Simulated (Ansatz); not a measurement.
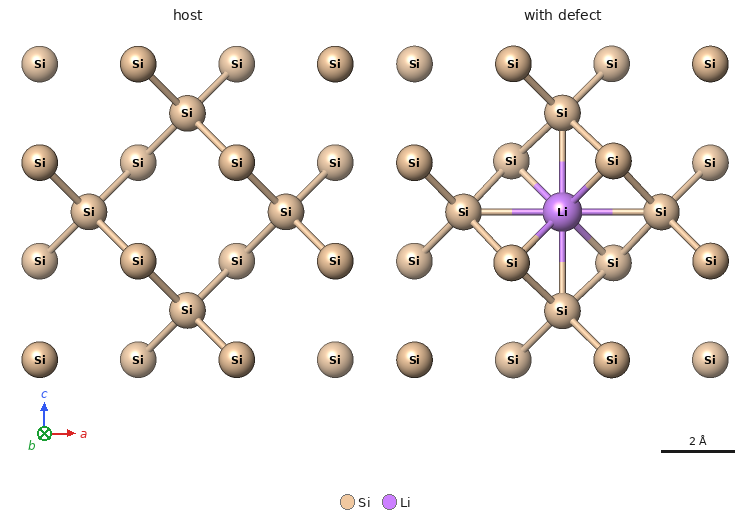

Left: perfect Si. Right: the same region with one point defect, after relaxing the atoms in a supercell of 32 sites. Style: ball-and-stick. Shown: the atoms within 6.0 Å of one point, in a slice 3.4 Å thick across the line of sight, along the b axis.

All numbers below come from Ansatz 0.2.0, DFT PBE, scalar-relativistic, plane waves, PAW. Set-up: plane-wave cutoff 420 eV; k-point mesh 2 × 2 × 2; occupations gaussian; smearing width 0.01 eV; mesh shifted by (0.5, 0.5, 0.5); collinear spin. The cell is small and the k-mesh coarse, so the numbers are rough. The axes drawn are those of the host's conventional cell.

Q: Which defect is it?

A: An extra lithium atom is put between the host's atoms (an interstitial).

The charge state of the cell is 0.

Q: What does the relaxation do around it?

A: The Li atom starts with 10 Si at 2.37 to 2.74 Å around its place and ends with 10 Si at 2.45 to 2.75 Å. Of the host's atoms, a silicon atom moves furthest from its site, by 0.08 Å.
